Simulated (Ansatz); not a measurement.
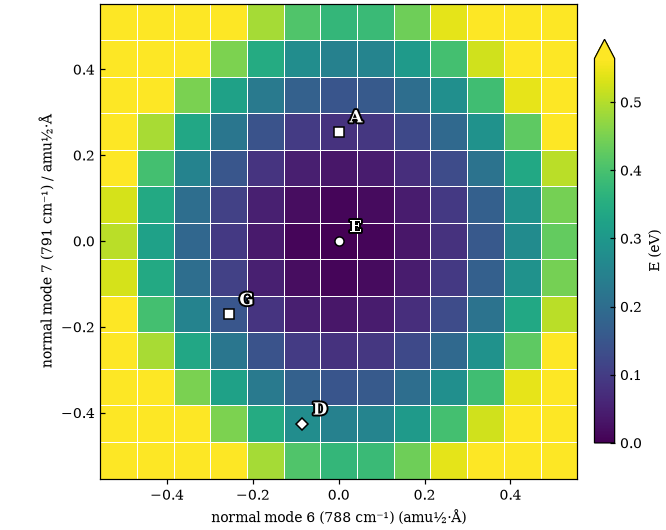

H₂O₂Zn, SMILES [OH][Zn][OH]. Coordinates scanned: (1) normal mode 6 (788 cm⁻¹); (2) normal mode 7 (791 cm⁻¹). Nothing is relaxed (straight displacements along the two mass-weighted modes). The scan uses a 13 × 13 grid; 91 points were computed and 78 follow by symmetry. Energies are in eV, from the lowest grid point. Theory: Ansatz, RKS PBE0-D4/def2-TZVP.

Drawn: one coloured cell a grid point, one colour for all values above the top of the scale, lettered points.

What kind of point is each of A, D, E, G: minimum, saddle, maximum or slope?

A: on a slope; D: on a slope; E: minimum; G: on a slope. (In these two coordinates alone; a stationary point may lie a little off the grid point.)

Rank the lettered points by energy, lowest first.

E (0.00 eV), A (0.08 eV), G (0.15 eV), D (0.28 eV).
